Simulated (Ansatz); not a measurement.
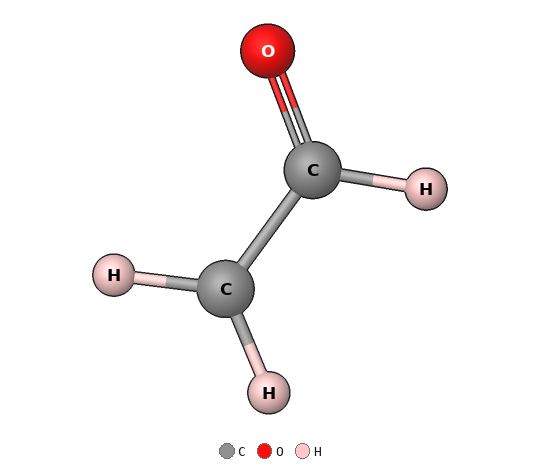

All atoms lie in one plane, which faces the viewer. Charge 0, doublet. The geometry was computed by an optimisation with PBE0-D4/def2-TZVP. No frequency run is at hand to confirm it as a minimum.

List the symmetry elements and name the point group.

Answer. It has 1 mirror plane, so the point group is Cs. The group has 2 operations. The geometry is achiral, and symmetry allows a dipole moment.
